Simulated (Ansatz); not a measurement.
## Geometry relaxation of GaH₃O

- system: GaH₃O
- method: RKS PBE/def2-TZVP (Ansatz 0.2.0)

It belongs to a series of runs on one base structure; here: end point B relaxed. Figures and captions count atoms from 1; the log counts them from 0 in places.

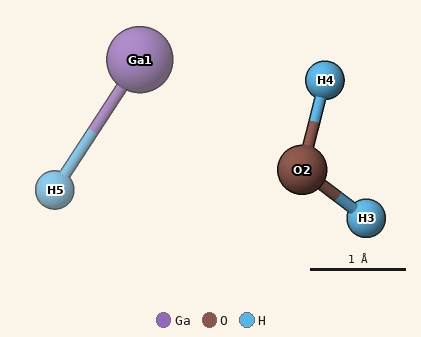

Figure 1. The starting structure (ball-and-stick view, seen at a tilt; atoms are numbered from 1 in the order of the input). Sticks mark near contacts. Bond lengths as drawn: Ga–H 1.68 Å and H–O 0.97 to 0.99 Å.

**Input file**
```yaml
crystal:
  periodic: [false, false, false]
  atoms:
    - { symbol: Ga, position_ang: [-0.254576, -0.319551, -1.012458] }
    - { symbol: O, position_ang: [1.260548, 0.309277, 1.476574] }
    - { symbol: H, position_ang: [0.978004, -0.380069, 2.104288] }
    - { symbol: H, position_ang: [1.818861, -0.182961, 0.823611] }
    - { symbol: H, position_ang: [-1.757537, 0.291905, -0.563615] }
basis:
  gaussian: { orbitals: def2-TZVP }
hamiltonian:
  xc: pbe
relax:
  f_tol: 0.03
  max_steps: 50
output:
  orbitals: {}
```

Machine: 2 threads of AMD EPYC (Zen 5), 32 GiB of memory available, shared host.

Launched with:
```bash
ansatz run input.yaml --threads 2 --pin off --max-ram 3072MiB --backend cpu --events-out ev --progress --plain --runs-dir out
```

**The program's output**
```
The last accepted step is kept in [file] (removed where the run ends without a failure and the disk answers)
Engine: ansatz 0.2.0, x86_64-unknown-linux-gnu
Functional definition: PBE
  parameter kappa = 0.804
  parameter beta = 0.06672455060314922
  exchange = pbe_x(kappa = kappa, mu = beta*pi^2/3)
  correlation = pbe_c(beta = beta)
651 factors; their error is unknown
mean field evaluation 1: about -54457.3462 eV, gradient 6.4e1 eV
mean field evaluation 2: about -54389.4671 eV, gradient 1.7e2 eV
mean field evaluation 4: about -54463.1993 eV, gradient 1.4e1 eV
mean field evaluation 8: about -54463.7658 eV, gradient 6.7e-2 eV
mean field evaluation 16: about -54463.7492 eV, gradient 5.0e-5 eV
mean field -54463.74915903 eV, -2001.5058647391 hartree, gradient 6.7e-6 eV, S^2 0.000000; 0 other end points of the search recorded, 0 dependent functions left out
the calculation of the forces begins
reference -54463.74919361 eV, -2001.5058660102 hartree; 21, 21 occupied and 76, 76 virtual orbitals, 651 factors
relax step   1: F+E_penalty+E_count = -54463.74915903 eV  Δ(F+E_penalty+E_count) = +0.000e0 eV  max|allowed force component| = 5.810e-1 eV/Å  Δτ_max = 0.0000 Å  (27 SCF iters, accepted)
these checks for a lower state are left out or cut short: starts, cluster_reference, orbital_swaps, neighbouring_geometries, increment
651 factors; their error is unknown
mean field -54463.76081257 eV, -2001.5062929988 hartree, gradient 1.4e-5 eV, S^2 0.000000; 0 other end points of the search recorded, 0 dependent functions left out
[... from here on the field's lines of each further geometry are left out, up to the last ...]
relax step   2: F+E_penalty+E_count = -54463.76081257 eV  Δ(F+E_penalty+E_count) = -1.165e-2 eV  max|allowed force component| = 1.504e0 eV/Å  Δτ_max = 0.1959 Å  (35 SCF iters, accepted)
relax step   3: F+E_penalty+E_count = -54463.80765529 eV  Δ(F+E_penalty+E_count) = -4.684e-2 eV  max|allowed force component| = 1.302e0 eV/Å  Δτ_max = 0.1804 Å  (29 SCF iters, accepted)
relax step   4: F+E_penalty+E_count = -54463.85875738 eV  Δ(F+E_penalty+E_count) = -5.110e-2 eV  max|allowed force component| = 7.848e-1 eV/Å  Δτ_max = 0.1946 Å  (28 SCF iters, accepted)
relax step   5: F+E_penalty+E_count = -54463.88108763 eV  Δ(F+E_penalty+E_count) = -2.233e-2 eV  max|allowed force component| = 5.816e-1 eV/Å  Δτ_max = 0.1364 Å  (26 SCF iters, accepted)
relax step   6: F+E_penalty+E_count = -54463.90997527 eV  Δ(F+E_penalty+E_count) = -2.889e-2 eV  max|allowed force component| = 2.030e-1 eV/Å  Δτ_max = 0.1961 Å  (28 SCF iters, accepted)
relax step   7: F+E_penalty+E_count = -54463.92144688 eV  Δ(F+E_penalty+E_count) = -1.147e-2 eV  max|allowed force component| = 6.946e-2 eV/Å  Δτ_max = 0.1443 Å  (33 SCF iters, accepted)
relax step   8: F+E_penalty+E_count = -54463.92753028 eV  Δ(F+E_penalty+E_count) = -6.083e-3 eV  max|allowed force component| = 4.344e-2 eV/Å  Δτ_max = 0.0898 Å  (28 SCF iters, accepted)
relax step   9: F+E_penalty+E_count = -54463.92357423 eV  Δ(F+E_penalty+E_count) = +3.956e-3 eV  max|allowed force component| = 6.588e-1 eV/Å  Δτ_max = 0.1627 Å  (27 SCF iters, rejected (line search))
relax step  10: F+E_penalty+E_count = -54463.93149066 eV  Δ(F+E_penalty+E_count) = -3.960e-3 eV  max|allowed force component| = 9.582e-2 eV/Å  Δτ_max = 0.0811 Å  (27 SCF iters, accepted)
relax step  11: F+E_penalty+E_count = -54463.93305975 eV  Δ(F+E_penalty+E_count) = -1.569e-3 eV  max|allowed force component| = 3.609e-1 eV/Å  Δτ_max = 0.0977 Å  (28 SCF iters, accepted)
relax step  12: F+E_penalty+E_count = -54463.93488054 eV  Δ(F+E_penalty+E_count) = -1.821e-3 eV  max|allowed force component| = 3.633e-1 eV/Å  Δτ_max = 0.1455 Å  (28 SCF iters, accepted)
relax step  13: F+E_penalty+E_count = -54463.94022157 eV  Δ(F+E_penalty+E_count) = -5.341e-3 eV  max|allowed force component| = 5.544e-1 eV/Å  Δτ_max = 0.1538 Å  (29 SCF iters, accepted)
relax step  14: F+E_penalty+E_count = -54463.94479483 eV  Δ(F+E_penalty+E_count) = -4.573e-3 eV  max|allowed force component| = 1.151e-1 eV/Å  Δτ_max = 0.0901 Å  (29 SCF iters, accepted)
relax step  15: F+E_penalty+E_count = -54463.95118024 eV  Δ(F+E_penalty+E_count) = -6.385e-3 eV  max|allowed force component| = 1.959e-1 eV/Å  Δτ_max = 0.0741 Å  (28 SCF iters, accepted)
the calculation of the forces begins
reference -54463.95194386 eV, -2001.5133169444 hartree; 21, 21 occupied and 76, 76 virtual orbitals, 651 factors
relax step  16: F+E_penalty+E_count = -54463.95191216 eV  Δ(F+E_penalty+E_count) = -7.319e-4 eV  max|allowed force component| = 2.572e-2 eV/Å  Δτ_max = 0.0112 Å  (30 SCF iters, accepted)
651 factors; their error is unknown
mean field evaluation 128: about -54463.9518 eV, gradient 2.8e-1 eV
```

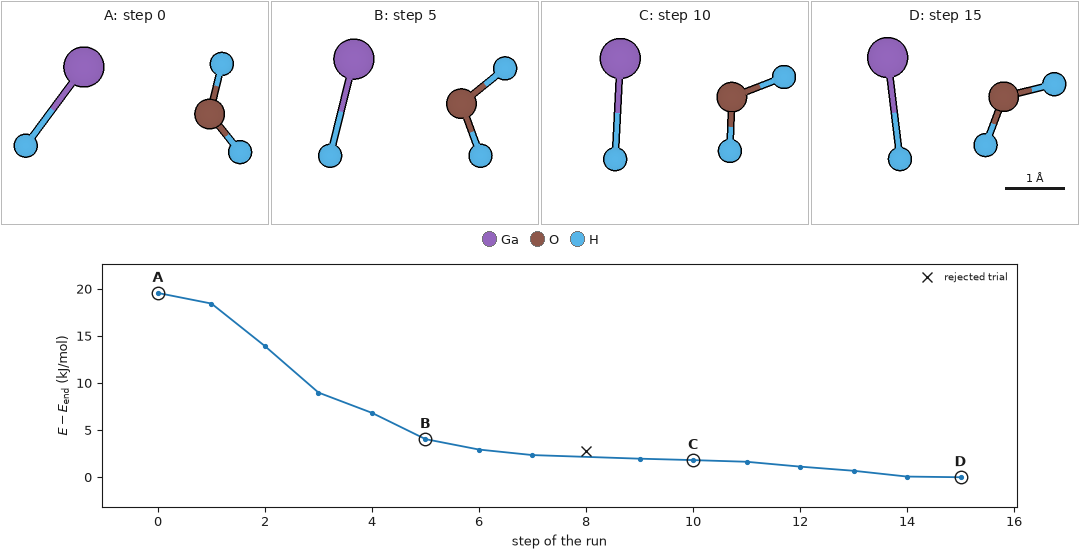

Figure 2. Frames of the relaxation (ball-and-stick view, seen at a tilt) above the curves, on which the letters mark them (the first geometry is step 0 here and step 1 in the log).

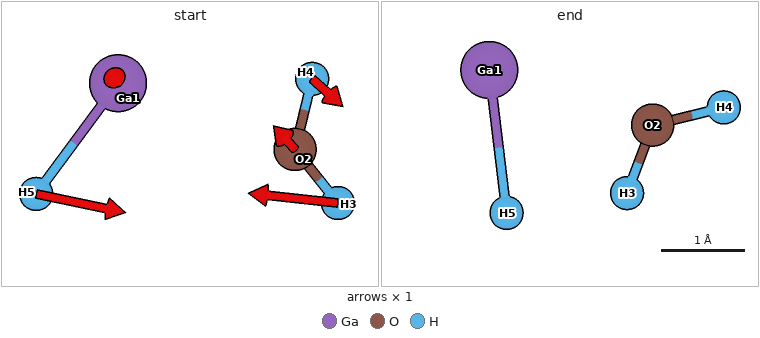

Figure 3. Before (left) and after (right) the relaxation, at one scale (ball-and-stick view, seen at a tilt). The red arrows give the displacements, at true length. The largest move after the best rigid fit is that of H5, 1.13 Å. By element the largest moves are H 1.13 Å, O 0.45 Å, Ga 0.42 Å. Distances before and after: Ga1–H5 1.684 → 1.755 Å, O2–H4 0.990 → 0.973 Å, O2–H3 0.974 → 0.990 Å. Among the angles that change: H3–O2–H4 103.7° → 106.6°. Over 15 geometry steps the energy falls by 19.6 kJ/mol. Largest force component: 0.58 eV/Å at the start, 0.026 eV/Å at the end. The line search rejected the trial step at point 8 (counted from 0) and went back. (Atoms are counted from 1 in the order of the input.)

```
mean field -54463.95191216 eV, -2001.5133157794 hartree, gradient 1.7e-5 eV, S^2 0.000000; 1 other end points of the search recorded, 0 dependent functions left out
the calculation of the forces begins
reference -54463.95194386 eV, -2001.5133169444 hartree; 21, 21 occupied and 76, 76 virtual orbitals, 651 factors
Total energy: -54463.95194386 eV, -2001.5133169444 hartree
Atom 0 at    -0.127481    -0.009457    -1.064867 Å, force    -0.012617     0.001647     0.022959 eV/Å
Atom 1 at     1.227522     0.268015     0.994085 Å, force    -0.009217    -0.013219    -0.000783 eV/Å
Atom 2 at     0.314249     0.051920     1.308723 Å, force     0.025717    -0.000504    -0.006765 eV/Å
Atom 3 at     1.792767    -0.484504     1.241041 Å, force    -0.010332     0.011481     0.005236 eV/Å
Atom 4 at    -1.161757    -0.107373     0.349418 Å, force     0.006449     0.000594    -0.020647 eV/Å
Dipole moment:     0.213969    -0.266011     0.197843 e Å
```

**Trajectory as extended XYZ (Å, eV, eV/Å), 16 frames, from step=1 to step=16**
```
5
Properties=species:S:1:pos:R:3:forces:R:3 step=1 energy=-54463.74916
Ga   -0.2546   -0.3196   -1.0125    0.1144   0.0264   0.1204
O     1.2605    0.3093    1.4766    0.2296  -0.4259  -0.5810
H     0.9780   -0.3801    2.1043   -0.0029   0.0440   0.0159
H     1.8189   -0.1830    0.8236   -0.3044   0.3372   0.4239
H    -1.7575    0.2919   -0.5636   -0.0367   0.0183   0.0208
5
Properties=species:S:1:pos:R:3:forces:R:3 step=2 energy=-54463.76081
Ga   -0.2051   -0.2965   -0.9380    0.0927  -0.0116   0.0151
O     1.1207    0.2711    1.3449    1.0462  -1.5045  -0.0902
H     0.9890   -0.3644    2.0996   -0.1139   0.6725  -0.5361
H     1.8721   -0.1908    0.8497   -1.0314   0.8257   0.5255
H    -1.7313    0.2992   -0.5277    0.0064   0.0179   0.0857
5
Properties=species:S:1:pos:R:3:forces:R:3 step=3 energy=-54463.80765
Ga   -0.1416   -0.3114   -0.8797    0.0115  -0.0244  -0.1573
O     1.0533    0.2290    1.2163    1.3007  -0.9527  -0.0686
H     0.8466   -0.3451    1.9905   -0.0609   0.3380  -0.2912
H     1.9280   -0.1569    0.8849   -1.3020   0.6438   0.3990
H    -1.6410    0.3030   -0.3836    0.0507  -0.0047   0.1180
5
Properties=species:S:1:pos:R:3:forces:R:3 step=4 energy=-54463.85876
Ga   -0.1166   -0.3201   -0.9714   -0.1698   0.1270   0.1213
O     1.0245    0.2094    1.1518    0.7848  -0.5562   0.0079
H     0.7540   -0.3047    1.9421   -0.0576   0.2141  -0.2208
H     1.9201   -0.1521    0.9261   -0.6918   0.3279   0.1736
H    -1.5367    0.2861   -0.2202    0.1344  -0.1129  -0.0820
5
Properties=species:S:1:pos:R:3:forces:R:3 step=5 energy=-54463.88109
Ga   -0.1358   -0.2482   -1.0087   -0.1107   0.0772   0.0640
O     1.0989    0.1990    1.0942   -0.1766  -0.4774   0.5712
H     0.6705   -0.2302    1.8773    0.2715   0.3912  -0.5816
H     1.9823   -0.2152    1.0297   -0.1943   0.0854  -0.0338
H    -1.5706    0.2133   -0.1640    0.2102  -0.0764  -0.0199
5
Properties=species:S:1:pos:R:3:forces:R:3 step=6 energy=-54463.90998
Ga   -0.0932   -0.1695   -1.0375   -0.0478   0.0402   0.0803
O     1.0765    0.2028    1.0541    0.0988  -0.2030   0.1030
H     0.6033   -0.1291    1.8417   -0.0033   0.0992  -0.1717
H     1.9098   -0.3018    1.0127   -0.0506   0.0890   0.0237
H    -1.4511    0.1162   -0.0426    0.0029  -0.0253  -0.0353
5
Properties=species:S:1:pos:R:3:forces:R:3 step=7 energy=-54463.92145
Ga   -0.1012   -0.0802   -1.0514   -0.0402  -0.0229  -0.0444
O     1.1011    0.1495    0.9823    0.0664   0.0170   0.0672
H     0.5403   -0.0325    1.7548   -0.0695  -0.0161  -0.0149
H     1.9241   -0.3526    1.1057    0.0286   0.0074  -0.0191
H    -1.4190    0.0345    0.0369    0.0148   0.0146   0.0112
5
Properties=species:S:1:pos:R:3:forces:R:3 step=8 energy=-54463.92753
Ga   -0.1148   -0.1060   -1.0617   -0.0167   0.0023  -0.0019
O     1.1136    0.1645    0.9824    0.0434   0.0261  -0.0040
H     0.4940   -0.0764    1.6916   -0.0329  -0.0054  -0.0028
H     1.9376   -0.3277    1.1357   -0.0028  -0.0136   0.0059
H    -1.3851    0.0642    0.0804    0.0090  -0.0094   0.0026
5
Properties=species:S:1:pos:R:3:forces:R:3 step=9 energy=-54463.92357 accepted=F
Ga   -0.1280   -0.0919   -1.0728   -0.0229   0.0126   0.0243
O     1.1499    0.1869    0.9608   -0.3438  -0.3321   0.5537
H     0.4012   -0.0794    1.5581    0.6588   0.2178  -0.5180
H     1.9365   -0.3445    1.2016   -0.3180   0.1311  -0.0497
H    -1.3143    0.0475    0.1807    0.0260  -0.0294  -0.0104
5
Properties=species:S:1:pos:R:3:forces:R:3 step=10 energy=-54463.93149
Ga   -0.1183   -0.0879   -1.0674   -0.0170   0.0016   0.0047
O     1.1336    0.1799    0.9721    0.0069  -0.0295   0.0934
H     0.4500   -0.0614    1.6252    0.0651   0.0223  -0.0958
H     1.9258   -0.3517    1.1649   -0.0585   0.0155  -0.0007
H    -1.3458    0.0398    0.1337    0.0035  -0.0099  -0.0016
5
Properties=species:S:1:pos:R:3:forces:R:3 step=11 energy=-54463.93306
Ga   -0.1223   -0.0776   -1.0589   -0.0009   0.0059  -0.0451
O     1.1714    0.2150    0.9757   -0.2467  -0.2493   0.3455
H     0.4068   -0.0552    1.5378    0.3609   0.1617  -0.2872
H     1.9134   -0.3810    1.1946   -0.1522   0.0991  -0.0527
H    -1.3239    0.0174    0.1792    0.0389  -0.0174   0.0395
5
Properties=species:S:1:pos:R:3:forces:R:3 step=12 energy=-54463.93488
Ga   -0.1198   -0.0412   -1.0829   -0.0467   0.0000   0.1104
O     1.1695    0.2250    0.9610    0.1142  -0.3549   0.3633
H     0.3559    0.0003    1.4748    0.3105   0.0749  -0.3141
H     1.8616   -0.4261    1.2095   -0.3211   0.2910  -0.0909
H    -1.2218   -0.0394    0.2660   -0.0568  -0.0110  -0.0688
5
Properties=species:S:1:pos:R:3:forces:R:3 step=13 energy=-54463.94022
Ga   -0.1178   -0.0087   -1.0468   -0.0393  -0.0143  -0.0701
O     1.2262    0.2564    0.9714   -0.0353  -0.5544   0.3844
H     0.3191    0.0406    1.3310    0.4470   0.0688  -0.1489
H     1.8294   -0.4747    1.2497   -0.4653   0.4878  -0.1915
H    -1.2116   -0.0949    0.3232    0.0929   0.0121   0.0261
5
Properties=species:S:1:pos:R:3:forces:R:3 step=14 energy=-54463.94480
Ga   -0.1609   -0.0208   -1.0813    0.0924   0.0318  -0.0364
O     1.2210    0.2679    1.0072   -0.0478  -0.0285  -0.0462
H     0.3070   -0.0042    1.2760   -0.0166   0.1047   0.0196
H     1.8108   -0.4572    1.2703    0.0871  -0.0548   0.0056
H    -1.1326   -0.0671    0.3562   -0.1151  -0.0532   0.0575
5
Properties=species:S:1:pos:R:3:forces:R:3 step=15 energy=-54463.95118
Ga   -0.1373   -0.0046   -1.0674    0.0312  -0.0017  -0.0199
O     1.2324    0.2644    0.9902   -0.1563  -0.0428   0.0608
H     0.3148    0.0598    1.3125    0.1959   0.0102  -0.0716
H     1.7944   -0.4871    1.2496   -0.0420   0.0281  -0.0043
H    -1.1590   -0.1139    0.3435   -0.0288   0.0061   0.0350
5
Properties=species:S:1:pos:R:3:forces:R:3 step=16 energy=-54463.95191
Ga   -0.1275   -0.0095   -1.0649   -0.0126   0.0016   0.0230
O     1.2275    0.2680    0.9941   -0.0092  -0.0132  -0.0008
H     0.3142    0.0519    1.3087    0.0257  -0.0005  -0.0068
H     1.7928   -0.4845    1.2410   -0.0103   0.0115   0.0052
H    -1.1618   -0.1074    0.3494    0.0064   0.0006  -0.0206
```

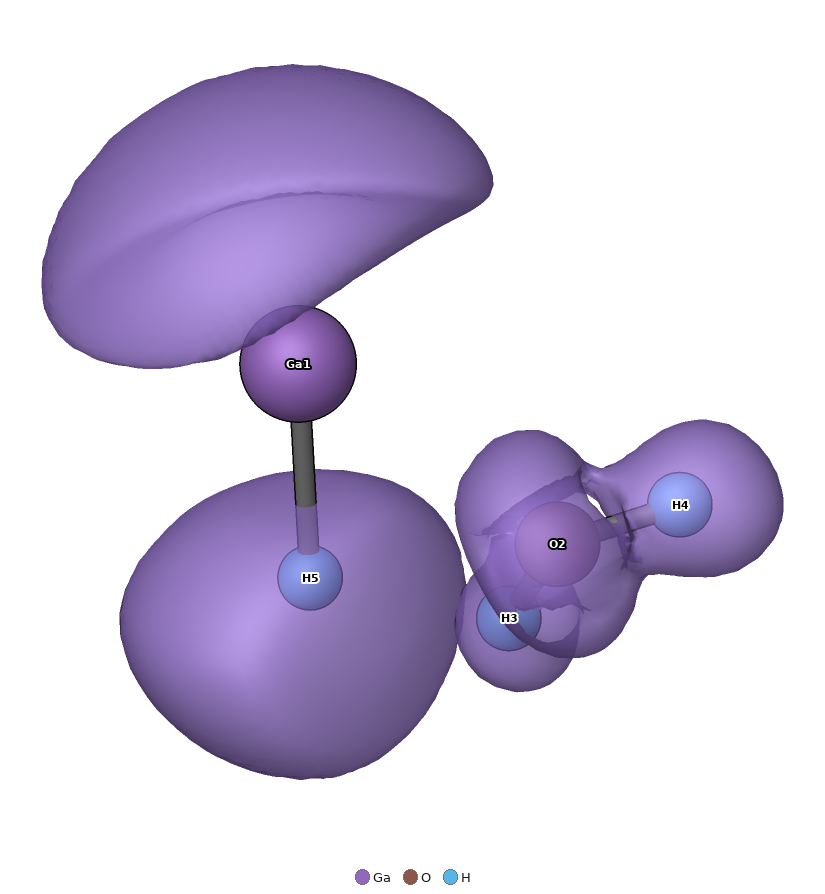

Figure 4. Isosurface of the electron localisation function at 0.8 (purple), seen at a tilt. Only the valence region is drawn (cores and ρ < 0.01 e/Å³ removed). Values along the shortest contacts: Ga1···O2 (2.48 Å): the ELF is only about 0.15 between them.

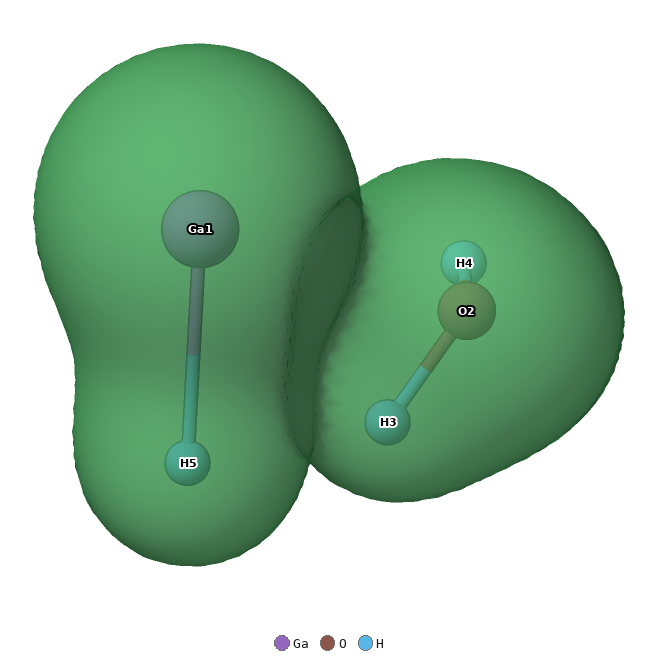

Figure 5. Isosurface of the total electron density at 0.15 e/Å³ (green), seen at an oblique angle. At this value the surface is in one piece. On the grid the lowest density along these lines, outside the cores, is 0.21 e/Å³ (Ga···O, 2.48 Å), 2.3 e/Å³ (O–H, 0.97 Å) and 0.56 e/Å³ (Ga–H, 1.75 Å).

**Results in brief**

| quantity | value |
| --- | --- |
| outcome | converged |
| total energy | −54463.9519 eV |
| mean-field energy | −54463.9519 eV |
| largest force (length of the vector) at the end | 0.027 eV/Å |
| wall time | 6.2 s (CPU time 11 s) |
| peak memory | 0.16 GiB |
